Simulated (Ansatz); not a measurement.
# Molecular dynamics, with input and output: H$_{14}$SO$_{6}$ (part 3 of 3)

The same run, continued: H$_{14}$SO$_{6}$ (disordered cell, 21 atoms in the cell); DFT PBE-D3(BJ), scalar-relativistic, plane waves, PAW, no spin polarisation (Ansatz 0.2.0); cutoff 420 eV, 1×1×1 k-mesh, Fermi–Dirac smearing of 0.02 eV. It belongs to a series of runs on one base structure; here: dynamics from the start.

Geometry of the input (Å; fractional positions):
```
6.7824  0.0000  0.0000
0.0000  6.7824  0.0000
0.0000  0.0000  6.7824
O  0.9005  0.3107  0.9113
H  0.9669  0.3932  0.8087
H  1.0145  0.2391  0.9671
O  0.4684  0.9414  0.4515
H  0.4486  1.0303  0.3401
H  0.3374  0.8880  0.4787
O  1.0178  1.0504  0.5791
H  0.9234  1.0942  0.6802
H  0.9460  0.9499  0.5003
O  0.8125  0.7428  0.3867
H  0.6776  0.7921  0.4145
H  0.8032  0.6938  0.2517
O  0.0799  0.4783  0.5749
H  -0.0236  0.5561  0.5098
H  0.0665  0.3449  0.5217
O  0.2547  0.0851  0.9501
H  0.2203  0.0486  0.8145
H  0.3476  0.1960  0.9364
S  0.5153  0.5152  1.0346
H  0.3663  0.6422  0.9918
H  0.6049  0.5486  0.8596
```

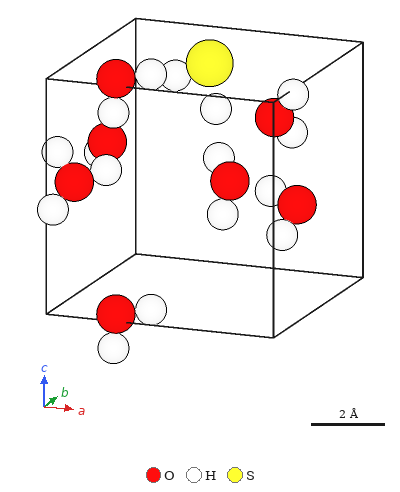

The geometry at step 229 of the log (spheres-only view of the cell of the calculation, seen slightly off an axis).

### Trajectory as extended XYZ, continued
```
21
Lattice="6.7824 0.0000 0.0000 0.0000 6.7824 0.0000 0.0000 0.0000 6.7824" Properties=species:S:1:pos:R:3:forces:R:3 step=157 time_fs=78.5 energy=-4531.62942 temperature=305.9
O     6.0712    1.8983    6.0631   -0.0357   0.4783  -0.6401
H     6.4799    2.5963    5.4477   -0.2372  -0.6170   0.3866
H     6.7785    1.5732    6.6417    0.2778  -0.0058  -0.0405
O     3.1013    6.0969    2.7370   -0.3908   0.6278   1.6547
H     2.7614    6.1990    1.8457   -0.3903   0.2763  -0.5856
H     2.5141    6.6363    3.3514    0.5887  -0.6299  -1.0559
O     7.5037    7.3167    3.8719    0.5592  -0.8560  -1.2128
H     6.7826    7.5463    4.4836   -0.4647  -0.0345   0.2601
H     7.1851    6.6667    3.1841   -0.1617   0.6695   1.0627
O     5.4396    4.8361    2.6329    0.4460   0.4737   0.4113
H     4.6998    5.3835    2.9848   -0.1874  -0.1477  -0.1290
H     5.1979    4.7547    1.7080   -0.1985  -0.3001  -0.5977
O     0.3328    3.3649    4.0263    0.3310  -0.2447  -0.2672
H    -0.2631    3.7654    3.3537   -0.4052   0.5203   0.3130
H     0.7012    2.6156    3.5249    0.2040  -0.2033   0.3681
O     1.8093    0.3833    6.7527   -0.0103  -0.9091  -0.8696
H     1.8787    0.0284    5.8262   -0.5200   0.1548   0.7648
H     2.4659    1.0817    6.6934    0.5312   0.8024   0.2132
S     3.4466    3.4605    6.8491    1.3084   0.2231  -0.4790
H     2.4593    4.3273    6.7901   -0.9686   0.5366   0.1061
H     4.1681    4.3218    6.0329   -0.2760  -0.8148   0.3366
21
Lattice="6.7824 0.0000 0.0000 0.0000 6.7824 0.0000 0.0000 0.0000 6.7824" Properties=species:S:1:pos:R:3:forces:R:3 step=171 time_fs=85.5 energy=-4531.64254 temperature=297.3
O     6.0787    1.8440    6.0466   -0.4562  -0.2482   0.0786
H     6.3725    2.5501    5.4309    0.1886   0.3064  -0.4614
H     6.8579    1.6822    6.5930    0.2594  -0.2810   0.2775
O     3.0788    6.1100    2.6938   -0.9155   0.8751  -0.3229
H     2.6650    6.2230    1.7925    0.4858  -0.1030   0.6931
H     2.5670    6.7588    3.2464    0.3528  -0.6121  -0.4182
O     7.5223    7.3243    3.8463   -0.3756  -0.9342  -0.3711
H     6.8297    7.3825    4.5317   -0.0654   0.5997   0.5897
H     7.1384    6.5980    3.3012    0.4052   0.2464  -0.1064
O     5.4598    4.8696    2.5779    0.8262  -0.0484   0.0033
H     4.7730    5.4246    2.9628   -0.8173   0.4480   0.4191
H     5.0810    4.7662    1.6955    0.0240  -0.4210  -0.4453
O     0.3526    3.3653    4.0419   -0.5943   1.0730   0.6079
H    -0.3687    3.7551    3.4564    0.8340  -0.5848   0.0524
H     0.7542    2.5590    3.7047   -0.2650  -0.3171  -0.6425
O     1.8556    0.3528    6.7835    0.1683  -0.2744  -1.2635
H     1.8965    0.0636    5.8149   -0.1613   0.5452   1.4712
H     2.3692    1.1889    6.7915    0.0778  -0.1954  -0.1465
S     3.4307    3.4507    6.8303   -1.1285   0.5533   0.0647
H     2.3669    4.2646    6.4265    0.5573  -0.6548   0.5017
H     4.1721    4.1120    5.9553    0.5998   0.0273  -0.5815
21
Lattice="6.7824 0.0000 0.0000 0.0000 6.7824 0.0000 0.0000 0.0000 6.7824" Properties=species:S:1:pos:R:3:forces:R:3 step=186 time_fs=93.0 energy=-4531.75267 temperature=361.2
O     6.0996    1.7884    6.0039   -0.0995  -0.8265   0.5690
H     6.2705    2.4621    5.3161    0.5603   0.5721  -0.1079
H     6.9048    1.7115    6.5618   -0.3936   0.0755  -0.3642
O     3.0498    6.1078    2.6464    0.3622  -0.4416  -0.5379
H     2.6996    6.2000    1.7293    0.1229   0.1913   0.4264
H     2.6377    6.7907    3.1839   -0.5028   0.3268   0.0823
O     7.5147    7.2888    3.8020    0.2493   0.5655   0.8032
H     6.9318    7.4253    4.5933   -0.0739  -0.0881  -0.2940
H     7.1555    6.5502    3.3023   -0.3667  -0.4949  -0.2708
O     5.4871    4.9101    2.5124   -0.5041   0.1712   0.0630
H     4.7508    5.4529    2.9115    0.2557  -0.2734  -0.2856
H     5.0119    4.6130    1.7059    0.3045  -0.0268   0.1123
O     0.3881    3.3676    4.0828   -0.7993   0.1593  -0.5147
H    -0.3019    3.6295    3.3989    0.5966   0.2707   0.5723
H     0.6936    2.4953    3.7842    0.1664  -0.1688  -0.2549
O     1.9030    0.3207    6.8117   -0.1229   0.2073  -0.6601
H     1.8606    0.1707    5.8361   -0.0206  -0.1249   0.6027
H     2.2954    1.2150    6.8495    0.3165  -0.0264   0.0761
S     3.4217    3.4730    6.7999    0.1937   0.2476  -0.6235
H     2.3472    4.0744    6.2199    0.0828   0.0354   0.1901
H     4.2190    3.8631    5.7486   -0.3275  -0.3513   0.4161
21
Lattice="6.7824 0.0000 0.0000 0.0000 6.7824 0.0000 0.0000 0.0000 6.7824" Properties=species:S:1:pos:R:3:forces:R:3 step=200 time_fs=100.0 energy=-4531.73406 temperature=340.0
O     6.1159    1.7290    5.9660    0.1783   0.5924  -1.1047
H     6.3005    2.4241    5.2209    0.0651  -0.5307   1.2923
H     6.9000    1.7680    6.5486   -0.1865  -0.0978  -0.1678
O     3.0466    6.1026    2.6125    0.4100  -0.3337  -0.1251
H     2.7649    6.2097    1.6840   -0.0369   0.0847  -0.0984
H     2.6031    6.8054    3.0997   -0.4369   0.2231   0.2380
O     7.5060    7.2480    3.7760   -0.0695   1.3878   1.8058
H     6.8924    7.4663    4.5664    0.5577  -0.5124  -0.9700
H     7.1173    6.5376    3.2770   -0.6575  -0.8268  -0.5150
O     5.4880    4.9479    2.4748    0.1378   0.2431   0.8992
H     4.7171    5.4414    2.8721    0.2251  -0.1772  -0.4016
H     5.0503    4.5001    1.7435   -0.1484  -0.1848  -0.5457
O     0.4138    3.3627    4.1226   -0.1061  -0.5897  -0.3252
H    -0.1715    3.7429    3.4153    0.1287   0.0920   0.2257
H     0.7201    2.4802    3.7926   -0.1357   0.6334  -0.2007
O     1.9384    0.2978    6.8344    0.3366   0.8414   2.3041
H     1.8462    0.1832    5.9088   -0.0519  -0.1686  -1.8570
H     2.4179    1.1530    6.9751   -0.1383  -0.5365  -0.4518
S     3.4331    3.5147    6.7602   -0.1810  -0.2007   0.1262
H     2.2980    3.9753    6.1684    0.2334   0.1020  -0.0234
H     4.1701    3.5422    5.6330   -0.1242  -0.0409  -0.1049
21
Lattice="6.7824 0.0000 0.0000 0.0000 6.7824 0.0000 0.0000 0.0000 6.7824" Properties=species:S:1:pos:R:3:forces:R:3 step=214 time_fs=107.0 energy=-4531.70627 temperature=314.6
O     6.1283    1.6754    5.9191   -0.8742   0.6192  -1.3548
H     6.4132    2.4294    5.3221   -0.4914  -0.1979  -0.2336
H     6.8402    1.7483    6.5270    1.2689  -0.5211   1.6238
O     3.0641    6.0975    2.6014    0.1372  -0.0584  -0.5985
H     2.8364    6.1718    1.6430    0.0368  -0.0529   0.4003
H     2.5817    6.8299    3.0114   -0.3028  -0.0197   0.2538
O     7.5022    7.2196    3.7820    0.2422  -0.9054  -1.6563
H     6.8674    7.3045    4.4781   -0.9725   0.7627   1.8382
H     7.0014    6.5685    3.2286    0.7108   0.2787  -0.1859
O     5.4980    4.9682    2.4556    0.5844  -0.4626   0.0275
H     4.6929    5.3888    2.8317   -0.3206   0.0407  -0.3480
H     5.1735    4.4253    1.7043    0.0480   0.4684   0.3381
O     0.4360    3.3831    4.1353    0.6858  -0.8223   0.0747
H    -0.0270    3.9326    3.4820   -0.5024   0.3246  -0.3453
H     0.7618    2.5864    3.6476   -0.2937   0.5166   0.2453
O     1.9544    0.3043    6.8751    0.8238   0.8591   2.2538
H     1.8895    0.2600    5.9435   -0.1854  -0.2997  -2.0757
H     2.6426    1.0078    7.0211   -0.5795  -0.3745  -0.2181
S     3.4530    3.5471    6.7174   -0.0356  -0.2766  -0.5114
H     2.3013    3.9335    6.1016    0.1616   0.0749   0.0992
H     4.0488    3.2582    5.5239   -0.1413   0.0462   0.3728
21
Lattice="6.7824 0.0000 0.0000 0.0000 6.7824 0.0000 0.0000 0.0000 6.7824" Properties=species:S:1:pos:R:3:forces:R:3 step=229 time_fs=114.5 energy=-4531.67164 temperature=307.7
O     6.1643    1.6463    5.8654   -2.0590  -1.6722  -0.2776
H     6.4060    2.3551    5.2779    0.8741   1.4908  -0.7012
H     6.7450    1.5861    6.6006    1.2336   0.1240   1.1052
O     3.0728    6.1139    2.5821   -0.5056   0.4097  -1.0212
H     2.8554    6.1236    1.5951   -0.0278   0.1933   1.4488
H     2.4784    6.7912    3.0097    0.3585  -0.7912  -0.3954
O     7.4508    7.2091    3.7628    1.0419  -0.4353  -1.8547
H     6.9148    7.2966    4.5546   -1.0516   0.0186   0.6337
H     7.0541    6.5954    3.0871   -0.0666   0.5025   1.0785
O     5.5248    4.9769    2.4388   -0.1905  -0.1273   0.1041
H     4.6111    5.2985    2.6598    0.2037   0.3948   0.2637
H     5.3079    4.4007    1.6887    0.3205  -0.0771  -0.1977
O     0.4796    3.4067    4.1357    0.0772   0.2437   0.4490
H    -0.0096    4.0774    3.6156   -0.2116  -0.1596  -0.2377
H     0.7259    2.6896    3.5357   -0.0169  -0.1554  -0.2486
O     1.9614    0.2997    6.9072    1.1428   0.6915  -0.4541
H     1.9049    0.2552    5.9303   -0.2953  -0.3469   0.1511
H     2.7940    0.8479    6.9741   -0.8550  -0.1952   0.2295
S     3.4693    3.5716    6.6655    0.3718  -0.1810   0.5459
H     2.3129    3.9110    6.1083   -0.6205   0.2707  -0.2432
H     3.8813    3.0053    5.5343    0.2762  -0.1985  -0.3781
21
Lattice="6.7824 0.0000 0.0000 0.0000 6.7824 0.0000 0.0000 0.0000 6.7824" Properties=species:S:1:pos:R:3:forces:R:3 step=243 time_fs=121.5 energy=-4531.61758 temperature=333.6
O     6.1873    1.6019    5.8210    1.8314   0.7294   1.0841
H     6.6242    2.3939    5.3109   -0.6481  -0.8521   0.4210
H     6.8251    1.4806    6.6147   -1.1968   0.0679  -1.5163
O     3.0798    6.1456    2.5667   -0.6084   0.6210   0.7135
H     2.8292    6.1986    1.6270   -0.3727   0.0140   0.0293
H     2.3722    6.6756    3.0639    0.8345  -0.8119  -0.6308
O     7.4083    7.2348    3.7274   -0.3830  -0.2440   0.6492
H     6.8293    7.3620    4.5740    0.5759   0.0420  -1.1852
H     6.9721    6.5717    3.1492   -0.1527   0.1754   0.3497
O     5.5332    4.9616    2.4302    0.4922   0.6177   1.1449
H     4.6283    5.3493    2.5602    0.0389  -0.1465  -0.1477
H     5.5372    4.4167    1.6484   -0.3280  -0.3070  -0.6815
O     0.5226    3.4191    4.1562   -0.5669   1.1490   0.2696
H    -0.0767    4.1300    3.7814    0.3348  -0.7206   0.1286
H     0.6589    2.8139    3.4219    0.1112  -0.4835  -0.3204
O     1.9861    0.2973    6.9301   -0.4486  -0.6148  -2.0094
H     1.8779    0.0897    5.9194    0.5987   0.6233   2.3535
H     2.8297    0.7736    7.0619   -0.2245   0.2279  -0.5664
S     3.5013    3.5903    6.6266   -0.7317   0.0472  -0.4099
H     2.2484    4.0233    6.1609    1.0842  -0.5062   0.1369
H     3.7852    2.7510    5.5863   -0.2404   0.3719   0.1874
21
Lattice="6.7824 0.0000 0.0000 0.0000 6.7824 0.0000 0.0000 0.0000 6.7824" Properties=species:S:1:pos:R:3:forces:R:3 step=257 time_fs=128.5 energy=-4531.68446 temperature=335.8
O     6.2285    1.5723    5.7901    1.0710  -0.4145   1.6941
H     6.7340    2.3279    5.3930   -0.2335   0.2526  -0.2898
H     6.8586    1.2800    6.5330   -1.0500   0.3102  -1.1203
O     3.0882    6.1657    2.5555    0.0356   0.0434   0.5148
H     2.7488    6.3045    1.6624   -0.3483  -0.0205  -0.4688
H     2.3551    6.5030    3.1190    0.1680  -0.0923  -0.0352
O     7.3714    7.2557    3.6891    0.2120   0.0348   0.2649
H     6.7913    7.5058    4.4543    0.3415   0.5219   0.4119
H     6.8163    6.5567    3.3492   -0.3168  -0.9624  -1.0555
O     5.5376    4.9441    2.4464    0.3991   0.1606   0.3676
H     4.6527    5.3656    2.4286   -0.4274   0.1856   0.4342
H     5.5620    4.4595    1.6176    0.1431  -0.2723  -0.4014
O     0.5781    3.4283    4.1790   -0.9120   1.1672  -0.0856
H    -0.1280    4.0910    3.9286    0.4910  -0.3102   0.3938
H     0.5615    2.9359    3.3521    0.4289  -0.7729  -0.2590
O     2.0037    0.2883    6.9237    0.0565  -0.2433  -0.9785
H     1.9517    0.0080    5.9715    0.0152   0.1919   0.8083
H     2.8344    0.8003    6.9652   -0.1986   0.2600  -0.0636
S     3.5314    3.5921    6.5929    1.2102  -0.5526   0.4811
H     2.3821    4.0354    6.1707   -1.2390   0.4868  -0.4462
H     3.5471    2.6262    5.6567    0.1535   0.0259  -0.1665
21
Lattice="6.7824 0.0000 0.0000 0.0000 6.7824 0.0000 0.0000 0.0000 6.7824" Properties=species:S:1:pos:R:3:forces:R:3 step=271 time_fs=135.5 energy=-4531.55070 temperature=256.2
O     6.2605    1.5533    5.7809   -2.2461   0.7743  -1.2217
H     6.7293    2.3299    5.4110    0.5043   0.4269   0.1919
H     6.7667    1.0740    6.3970    1.6099  -0.6894   1.5653
O     3.1009    6.1590    2.5421   -0.6767   0.1087  -0.7077
H     2.6109    6.3279    1.6834    0.5328  -0.1280   0.7198
H     2.4030    6.3136    3.2125    0.1347   0.0638  -0.1120
O     7.3127    7.2758    3.6657    1.1110  -0.1675  -0.6753
H     6.8326    7.6861    4.4238   -0.5170  -0.5940   0.1317
H     6.8277    6.5144    3.3120   -0.4942   0.0404  -0.0092
O     5.5521    4.9440    2.4352   -0.1519   0.0182  -0.1356
H     4.6256    5.3138    2.4372    0.1570   0.0059   0.2455
H     5.5938    4.4510    1.5958    0.0782   0.1024   0.2198
O     0.6087    3.4358    4.1910    0.4749  -1.2396  -0.6536
H    -0.1116    4.0556    4.0620   -0.6758   0.5781  -0.4613
H     0.5491    2.8423    3.3818    0.1790   0.7085   1.1255
O     2.0105    0.2857    6.8958   -0.0170   0.3943   0.9427
H     1.9946   -0.0711    6.0151   -0.0161  -0.4484  -1.0687
H     2.6995    0.9751    6.8676   -0.1166   0.1470   0.0820
S     3.5571    3.5933    6.5724   -1.6774   0.0696  -1.0662
H     2.3185    4.1505    6.1045    1.4430  -0.5794   0.6454
H     3.3977    2.6092    5.6285    0.3639   0.4082   0.2415
21
Lattice="6.7824 0.0000 0.0000 0.0000 6.7824 0.0000 0.0000 0.0000 6.7824" Properties=species:S:1:pos:R:3:forces:R:3 step=286 time_fs=143.0 energy=-4531.49871 temperature=248.8
O     6.2533    1.5349    5.7644    0.4632   2.3768  -0.5199
H     6.8490    2.3774    5.5561   -1.3576  -1.4854   0.0284
H     6.8090    1.0189    6.3454    0.6024  -0.6051   0.8607
O     3.0996    6.1522    2.5273   -0.3544  -0.2179  -0.3398
H     2.5346    6.2400    1.7068    0.5096   0.1947   0.8022
H     2.4861    6.1478    3.2886   -0.1073   0.1400  -0.4775
O     7.2678    7.2990    3.6225   -1.6250  -0.8045   0.7459
H     6.6733    7.6386    4.4305    1.1184  -0.5191  -1.1925
H     6.7150    6.5252    3.2922    0.7188   0.9881  -0.0360
O     5.5488    4.9793    2.4124    0.0869   0.1325   0.5854
H     4.6007    5.2768    2.5102    0.1607  -0.0186  -0.2918
H     5.5894    4.3830    1.6529   -0.1636   0.0201  -0.0564
O     0.6515    3.4732    4.2005    0.8781  -1.3030   0.0251
H    -0.0826    4.0617    4.0107   -0.6842   0.2974  -0.6805
H     0.6273    2.7268    3.5313   -0.1391   0.9165   0.7181
O     2.0172    0.2847    6.8711   -0.0662   0.8863   0.6495
H     2.0734   -0.1565    6.0244    0.1058  -0.1020  -0.7528
H     2.4458    1.1748    6.7642   -0.2288  -0.7568   0.1192
S     3.5676    3.5842    6.5512    1.4774  -1.3030   0.3519
H     2.5020    4.1686    6.1319   -1.6399   0.9057  -0.6020
H     3.4532    2.6498    5.5676    0.2449   0.2574   0.0629
21
Lattice="6.7824 0.0000 0.0000 0.0000 6.7824 0.0000 0.0000 0.0000 6.7824" Properties=species:S:1:pos:R:3:forces:R:3 step=300 time_fs=150.0 energy=-4531.63442 temperature=253.5
O     6.2534    1.5467    5.7529    1.5289  -0.7752   1.8004
H     6.9069    2.2801    5.6170   -0.6700   0.2262  -0.3440
H     6.8320    0.9555    6.3610   -1.2207   0.7486  -0.8718
O     3.1087    6.1485    2.5104    0.0027  -0.2644   0.3795
H     2.5087    6.2420    1.7536    0.0599   0.3119  -0.4404
H     2.4914    6.0657    3.2556   -0.0699   0.0610   0.0498
O     7.2207    7.3011    3.5814   -0.0854  -1.3786  -1.3087
H     6.6894    7.5398    4.3646   -0.3446   0.1519   0.4827
H     6.7048    6.5538    3.1492    0.5665   0.9413   0.3049
O     5.5505    5.0079    2.4296    0.7147  -0.6106  -0.0794
H     4.6203    5.2862    2.4610   -0.8766   0.6478   0.2985
H     5.5098    4.3581    1.7076    0.3637   0.0054  -0.0130
O     0.6837    3.5260    4.2158   -0.5309   0.1342  -0.1924
H    -0.1158    4.0078    3.8743    0.4826  -0.1322   0.1227
H     0.6438    2.6882    3.7128    0.1845   0.0078  -0.1002
O     2.0030    0.2899    6.8438   -0.0037   0.2549  -0.8457
H     2.2625   -0.1195    5.9864   -0.2312   0.1955   0.5017
H     2.2628    1.2331    6.7100    0.0947  -0.3542   0.3939
S     3.5850    3.5563    6.5227   -1.0294   0.6216  -0.1488
H     2.4537    4.2760    6.0651    1.0461  -0.8864   0.2798
H     3.5960    2.7016    5.4846    0.0182   0.0935  -0.2695
```

### Key numbers

| quantity | value |
| --- | --- |
| outcome | finished |
| mean temperature over the second half | 313 K |
| trajectory | 300 steps, 150 fs |
| ensemble | nvt_langevin |
| temperature in the input | 350.0 K |
| time step | 0.5 fs |
| electrons treated | 56 |
| potential energy (free energy of the electrons) (last step) | −4531.6344 eV |
| Fermi energy (last step) | −1.379 eV |
| largest force (length of the vector) (last step) | 2.486 eV/Å |
| wall time | 5.6 min |
| peak memory | 0.35 GiB |

### Remarks

The input asks for low accuracy. The k-point mesh is coarse for a cell of this size, so the results may not be converged. So short a trajectory is not equilibrated. The logged temperature at the start can lie below the typed one, since it is counted over all degrees of freedom.
